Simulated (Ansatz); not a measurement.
# CeO2 (Fm-3m): from the cell to its phonons, part 2 of 3

Wanted: phonon frequencies of CeO2 (Fm-3m) and what follows from them.

Ansatz 0.2.0; DFT PBE+U, scalar-relativistic, plane waves, PAW.

So far: The structure; Relaxation, k-mesh 6×6×6.

### 3. Relaxation, k-mesh 8×8×8

The relaxation is repeated from its end, on the mesh and smearing that suit the cell and gap now reached.

The input, input.yaml:

```yaml
crystal:
  lattice:
    - [0.0, 2.7358725558, 2.7358725558]
    - [2.7358725558, 0.0, 2.7358725558]
    - [2.7358725558, 2.7358725558, 0.0]
  atoms:
    - { symbol: Ce, position: [0.0, 0.0, 0.0] }
    - { symbol: O, position: [0.25, 0.25, 0.25] }
    - { symbol: O, position: [0.75, 0.75, 0.75] }
kpoints:
  mp_grid: { grid: [8, 8, 8] }
hamiltonian:
  xc: pbe
  hubbard: { sites: [{ species: Ce, l: f, u_eff: 5.0 }] }
scf:
  occupations: { method: gaussian, width: 0.02 }
output:
  forces: true
  stress: true
  eigenvalues: true
relax:
  adjacent_minimum: "off"
  f_tol: 0.005
  max_steps: 80
  cell: { stress_tol: 0.05 }
```

Started as:

```
> ansatz run input.yaml --threads 4 --pin off --max-ram 14336MiB --backend cpu --events-out ev --progress --plain --runs-dir out
```

Numbers of over 12 decimals in the logs are rounded to 6 here.

What it wrote:

```text
[...]
Crystal: 3 atoms, lattice volume = 40.956 Å³
Basis set: ecut = 420 eV, 821 PW (Γ), exchange–correlation on 54×54×54 points (8 copies of the dense FFT grid, shifted against one another)
Bands: 16, of which v1, the nominal top of the filled ones, is band 12 counted from 1 (11 counted from 0)
Symmetry: 48 space group operations
[...]
k-points: 29 of 512
[...]
Occupation matrices written to <dir>
--- Relaxed structure (1 steps of the walk, 1 accepted, 1 SCFs on fresh bases) ---
[...]
cell:  # Å, volume = 40.9560 Å³
    - [0.0, 2.7358725558, 2.7358725558]
    - [2.7358725558, 0.0, 2.7358725558]
    - [2.7358725558, 2.7358725558, 0.0]
  atoms:
    - { symbol: Ce, position: [0.0, 0.0, 0.0] }
    - { symbol: O, position: [0.25, 0.25, 0.25] }
    - { symbol: O, position: [0.75, 0.75, 0.75] }
[key lines of the parts left out:]
SCF converged after 5 iterations
Free energy (F): -7713.871777 eV
Fermi energy:    12.132143 eV
P = ⅓ Tr σ = 0.0121 GPa (0.121 kbar)
```

Wall time 2.5 s (4 threads of Arm Neoverse V1, shared host); peak memory 0.36 GiB.

Little changed from the start: no atom moved by 0.005 Å and no cell edge by 0.1 %.

This step gave:

```
pressure           : 0.01212 GPa
gap on the k-mesh  : 2.267 eV
direct gap on mesh : 2.423 eV
```

In this step the volume went from 13.65 to 13.65 Å³/atom.

### 4. Tight relaxation

Phonons need a cell at rest on their own settings, so the relaxation is repeated with tight tolerances on forces and stress on the k mesh and occupations of the first response run.

input.yaml: that of step 3 with these lines changed.

```diff
@@ -15,3 +15,3 @@
 scf:
-  occupations: { method: gaussian, width: 0.02 }
+  occupations: { method: fixed }
 output:
@@ -22,4 +22,4 @@
   adjacent_minimum: "off"
-  f_tol: 0.005
-  max_steps: 80
-  cell: { stress_tol: 0.05 }
+  f_tol: 0.001
+  max_steps: 60
+  cell: { stress_tol: 0.01 }
```

What it wrote:

```text
[...]
Crystal: 3 atoms, lattice volume = 40.956 Å³
Basis set: ecut = 420 eV, 821 PW (Γ), exchange–correlation on 54×54×54 points (8 copies of the dense FFT grid, shifted against one another)
Bands: 16, of which v1, the nominal top of the filled ones, is band 12 counted from 1 (11 counted from 0)
Symmetry: 48 space group operations
[...]
k-points: 29 of 512
[...]
Occupation matrices written to <dir>
--- Relaxed structure (3 steps of the walk, 3 accepted, 1 SCFs on fresh bases) ---
[...]
cell:  # Å, volume = 40.9587 Å³
    - [0, 2.735932, 2.735932]
    - [2.735932, 0, 2.735932]
    - [2.735932, 2.735932, 0]
  atoms:
    - { symbol: Ce, position: [0, 0, 0] }
    - { symbol: O, position: [0.25, 0.25, 0.25] }
    - { symbol: O, position: [0.750000, 0.750000, 0.750000] }
[key lines of the parts left out:]
SCF converged after 5 iterations
Free energy (F): -7713.871768 eV
Fermi energy:    10.997532 eV
P = ⅓ Tr σ = 0.0003 GPa (0.003 kbar)
```

Elapsed: 3 s, on 4 threads; peak memory 0.36 GiB.

Little changed from the start: no atom moved by 0.005 Å and no cell edge by 0.1 %.

Numbers from this step:

- pressure: 3.49e-4 GPa

The forces vanish by symmetry and the pressure is 0.000 GPa, within the tolerances set. The cell now holds 13.65 Å³/atom.

### 5. Linear response at the zone centre

The zone centre comes first: it holds the modes that light can see, as far as symmetry allows. The response to a homogeneous field gives the Born charges and the dielectric tensor.

The input, input.yaml:

```yaml
crystal:
  lattice:
    - [0.0, 2.7359315297, 2.7359315297]
    - [2.7359315297, 0.0, 2.7359315297]
    - [2.7359315297, 2.7359315297, 0.0]
  atoms:
    - { symbol: Ce, position: [0.0, 0.0, 0.0] }
    - { symbol: O, position: [0.25, 0.25, 0.25] }
    - { symbol: O, position: [0.75, 0.75, 0.75] }
kpoints:
  mp_grid: { grid: [8, 8, 8] }
hamiltonian:
  xc: pbe
  hubbard: { sites: [{ species: Ce, l: f, u_eff: 5.0 }] }
scf:
  occupations: { method: fixed }
  convergence: { dr2_threshold: 1.0e-10 }
output:
  eigenvalues: true
phonons:
  method: dfpt
  dielectric: true
  rigid_motions: translations
```

What it wrote:

```text
[...]
Crystal: 3 atoms, lattice volume = 40.959 Å³
Basis set: ecut = 420 eV, 821 PW (Γ), exchange–correlation on 54×54×54 points (8 copies of the dense FFT grid, shifted against one another)
Bands: 16, of which v1, the nominal top of the filled ones, is band 12 counted from 1 (11 counted from 0)
Symmetry: 48 space group operations
k-points: 95 of 512 (irreducible under 4 space group operations, time reversal used)
[...]
SCF iter   1: F=—  HF=-7718.141877 eV  |F-HF|=—  |Δ(HF+E_count)|=         —  Δρ=2.15e-1  dr2=1.15e1  ethr=3.10e-3  ⟨swp⟩=3.0  Hψ=6688  notcnv=0  defer=70
[...]
SCF iter  15: F=-7713.871768 eV  HF=-7713.871768 eV  |F-HF|=4.55e-12  |Δ(HF+E_count)|=  4.91e-11  Δρ=8.44e-8  dr2=3.08e-12  ethr=1.00e-12  ⟨swp⟩=4.7  Hψ=7784  notcnv=0
SCF 1 converged in 15 iterations: F = -7713.871768 eV  dr2 = 3.08e-12
[...]
DFPT response loops at Γ: preconditioner auto → none (the input reference at scf.mixing.eps_inf says where Resta's filter doesn't serve); β = 0.50; Broyden in place of MSR1
── the response to a field inside a basis, on 8×8×8 k-points: an SCF that follows is theirs, and a resumed run solves both again ──
Bands: 13, of which v1, the nominal top of the filled ones, is band 12 counted from 1 (11 counted from 0)
k-points: 60 of 512 (irreducible under 12 space group operations)
[...]
Eigensolver: Dense (60 Hₖ)
SCF iter   1: F=—  HF=-7713.871038 eV  |F-HF|=—  |Δ(HF+E_count)|=         —  Δρ=4.89e-4  dr2=1.70e-5  ethr=1.00e-1
[...]
SCF iter   7: F=-7713.871047 eV  HF=-7713.871047 eV  |F-HF|=9.09e-12  |Δ(HF+E_count)|=  1.00e-11  Δρ=1.31e-7  dr2=7.87e-12  ethr=1.00e-12
SCF 1 converged in 7 iterations: F = -7713.871047 eV  dr2 = 7.87e-12
[...]
SCF converged after 15 iterations
Free energy (F): -7713.871768 eV
[...]
Internal energy: -7713.871768 eV  (E = F + TS)
E sigma→0 (E₀):  -7713.871768 eV
Fermi energy:    10.997533 eV
[...]
--- Band table (eV; the first three rows and the last of 95) ---
  k-point 0: bands = [... 8 lower, 7.1311, 10.5868, 10.5868, 10.5868, 13.2917, 13.6775, 13.6775, 13.6775]
  k-point 1: bands = [... 8 lower, 7.5119, 10.4068, 10.4920, 10.4920, 13.3104, 13.6609, 13.6609, 13.6785]
  k-point 2: bands = [... 8 lower, 8.4173, 10.0647, 10.3228, 10.3228, 13.3645, 13.5967, 13.5967, 13.6809]
  k-point 94: bands = [... 8 lower, 9.8987, 9.8987, 10.2812, 10.3929, 13.3585, 13.4807, 13.4807, 13.6966]
Occupation matrices written to <dir>
--- Phonons (Γ-DFPT): 2 representative perturbations + reference, on 95 of 512 k-points (Σ response iterations 20) ---
  k mesh reduced under 4 symmetry operations, with k and −k counted as one. Each operation leaves every solved perturbation unchanged. A smaller set is not considered because the run has a Hubbard term
  ASR residual: 7.098e-5 → 0.000e0 eV/Å²; symmetrization residual: 5.203e-8 eV/Å²
  ASR residual per site (eV/Å²): 4.01e-5 7.10e-5 7.10e-5
  Γ frequencies (cm⁻¹): 0.00 0.00 0.00 258.59 258.59 258.59 430.97 430.97 430.97
  ε∞ (high-frequency dielectric tensor):
        6.508309     0.000000     0.000000
        0.000000     6.508309    -0.000000
        0.000000    -0.000000     6.508309
  ε⁰ (static dielectric tensor: ions relaxed, cell fixed):
       27.549092     0.000000    -0.000000
        0.000000    27.549092    -0.000000
       -0.000000    -0.000000    27.549092
  ε⁰ − ε∞ (ionic part):
       21.040782     0.000000    -0.000000
        0.000000    21.040782    -0.000000
       -0.000000    -0.000000    21.040782
  softest optical mode at Γ: 258.59 cm⁻¹; the repairs (sum rule, projections) moved no ω² at Γ by more than (1.10 cm⁻¹)²
  Born effective charges Z* (e; rows j = field, columns β = displacement):
    site 0:
         5.52339   -0.00000    0.00000
         0.00000    5.52339   -0.00000
        -0.00000    0.00000    5.52339
    site 1:
        -2.76170    0.00000   -0.00000
        -0.00000   -2.76170    0.00000
         0.00000   -0.00000   -2.76170
    site 2:
        -2.76170    0.00000   -0.00000
        -0.00000   -2.76170    0.00000
         0.00000   -0.00000   -2.76170
  Z* charge neutrality: 6.141e-4 e pre-enforcement
  solved inside a basis spanned on kpoints, on 8×8×8 k-points, its susceptibility summed on 12×12×12: ε∞ is read to err by 1.9e-2, Z* by 1.8e-2 e (field_mesh: kpoints solves on kpoints); Z* is corrected for what the basis lacks
  optical modes at Γ without the LO–TO term, one row a degenerate level:
      ω (cm⁻¹)  modes    IR ((D/Å)²/amu)
        258.59      3            81.0590
        430.97      3             0.0000
  optical modes at Γ + LO–TO along q̂ = [1.0000, 0.0000, 0.0000]:
      ω (cm⁻¹)  modes    IR ((D/Å)²/amu)
        258.59      2            54.0393
        430.97      3             0.0000
        532.03      1            27.0197
  optical modes at Γ + LO–TO along q̂ = [0.0000, 1.0000, 0.0000]:
      ω (cm⁻¹)  modes    IR ((D/Å)²/amu)
        258.59      2            54.0393
        430.97      3             0.0000
        532.03      1            27.0197
  optical modes at Γ + LO–TO along q̂ = [0.0000, 0.0000, 1.0000]:
      ω (cm⁻¹)  modes    IR ((D/Å)²/amu)
        258.59      2            54.0393
        430.97      3             0.0000
        532.03      1            27.0197
```

It took 34 s on 4 threads; peak memory 0.67 GiB.

Reading the cycles: dr2 is the Hartree energy of the density residual (eV), the measure of convergence; HF is the Harris–Foulkes estimate of the energy, which meets the free energy F at convergence.

This step gave:

- sum-rule residual before enforcement: 7.10e-5 eV/Å²
- miss of the charge sum rule: 6.14e-4 e
- estimated error of the dielectric tensor: 0.01866
- estimated error of the Born charges: 0.01848 e
- point group: m-3m
- highest optical mode at the zone centre (no LO-TO term): 431.0 cm⁻¹
- lowest optical zone-centre mode: 258.6 cm⁻¹
- mean high-frequency dielectric constant: 6.508
- largest Born charge (third of the trace): 5.523 e
- mean static dielectric constant: 27.55
- top of the zone-centre spectrum with the field: 532.0 cm⁻¹

Without the LO-TO term. Patterns of degenerate modes are one choice out of their space. The modes at Γ (shares of kinetic energy by element, %):

| mode | frequency (cm⁻¹) | symmetry | Ce % | O % |
| --- | --- | --- | --- | --- |
| 1 | 0.0 | acoustic | 81 | 19 |
| 2 | 0.0 | acoustic | 81 | 19 |
| 3 | 0.0 | acoustic | 81 | 19 |
| 4 | 258.6 | T1u | 19 | 81 |
| 5 | 258.6 | T1u | 19 | 81 |
| 6 | 258.6 | T1u | 19 | 81 |
| 7 | 431.0 | T2g | 0 | 100 |
| 8 | 431.0 | T2g | 0 | 100 |
| 9 | 431.0 | T2g | 0 | 100 |

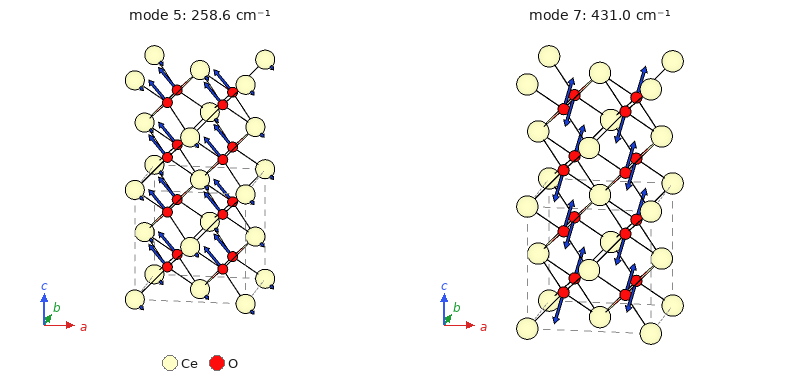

Displacement patterns of modes 5 and 7 at Γ; arrows are exaggerated. 1×1×2 conventional cells are drawn. Some periodic images of atoms are drawn too.

Optical modes at the zone centre, without and with the macroscopic field of the longitudinal modes; each column is sorted by frequency, so a row need not hold one and the same mode. Modes with and without the field, by row:

| rank among optical modes | no field (cm⁻¹) | q along (1, 0, 0) (cm⁻¹) |
| --- | --- | --- |
| 1 | 258.6 | 258.6 |
| 2 | 258.6 | 258.6 |
| 3 | 258.6 | 431 |
| 4 | 431 | 431 |
| 5 | 431 | 431 |
| 6 | 431 | 532 |

Born charge (rows field, columns displacement) (e), principal values of the symmetric part by kind of site:

| atom | atoms with these values | low | middle | high | mean |
| --- | --- | --- | --- | --- | --- |
| Ce1 | 1 | 5.52 | 5.52 | 5.52 | 5.52 |
| O2 | 2 | -2.76 | -2.76 | -2.76 | -2.76 |

In full for O2:

```
-2.76  0.00  0.00
 0.00 -2.76  0.00
 0.00  0.00 -2.76
```

High-frequency dielectric tensor:

```
6.51 0.00 0.00
0.00 6.51 0.00
0.00 0.00 6.51
```

Static dielectric tensor (ions relaxed, fixed cell):

```
27.55  0.00  0.00
 0.00 27.55  0.00
 0.00  0.00 27.55
```

Transverse modes. Lines of the infrared spectrum (strongest = 100):

| position (cm⁻¹) | label | relative intensity |
| --- | --- | --- |
| 259 | T1u | 100 |
| 431 | T2g | 0.0 |

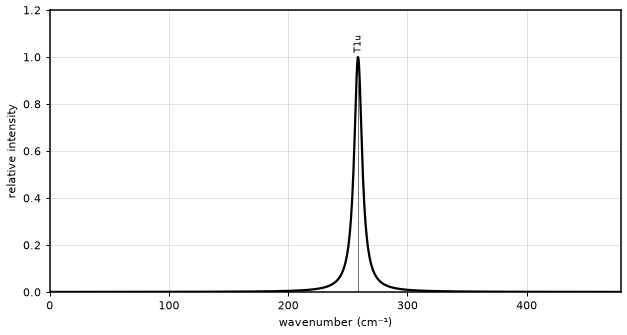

The infrared spectrum, broadened with Lorentzians of width 8 cm⁻¹; bars mark the lines.

Before it was imposed, the acoustic sum rule was missed by 7.1e-5 eV/Å² and the charge sum rule by 6.1e-4 e. Small misses are needed for a sound result but don't prove that mesh and cutoff are converged. The lowest optical mode is real, 259 cm⁻¹.

(Part 2 of 3 ends here.)

[Logs are printed without paths, hosts, clocks, repeated set-up lines and the standing remarks that a program may print on its own settings, such as how far it seeks lower states.]

[Hosts, paths, dates, database ids (printed as entryN), source tags and the programs' standing remarks are cut or masked in the printed files.]
